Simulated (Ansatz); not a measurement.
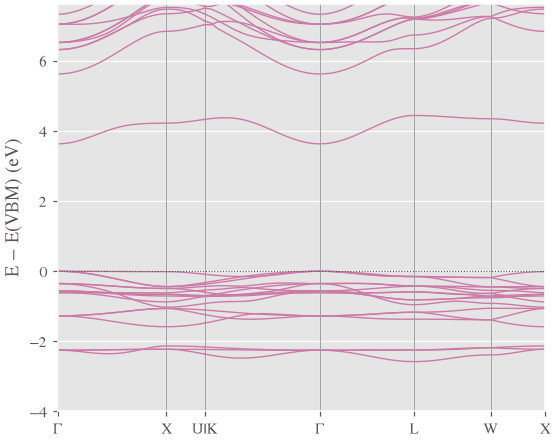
*Band structure from plane-wave PAW PBEsol (Ansatz code)*

**Question.** Read off the gap and where the band edges lie.

**Answer.** About 3.6 eV (3.63 eV by a search for the band edges); maximum at Γ, minimum at Γ.

**Question.** Which of these materials gives this?
A) SrO, rock salt
B) Cs2KInCl6, Fm-3m (K on 4b, Cs on 8c, In on 4a, Cl on 24e)
C) MgTePb2O6, Fm-3m (Mg on 4a, Te on 4b, Pb on 8c, O on 24e)
D) MgO, rock salt

**Answer.** B, Cs2KInCl6, Fm-3m (K on 4b, Cs on 8c, In on 4a, Cl on 24e)

The first step of the workflow began from a Materials Project structure, measured or hypothetical; the Crystallography Open Database copy checked does not list it. Whether it is the stable phase at ambient conditions was not checked. Symmetry was held in the PBEsol relaxation; whether a distortion lowers the energy is not shown. Scalar-relativistic: spin–orbit coupling is off unless named, which matters more the heavier the elements.

Potentials: the later of the program's two PAW sets.
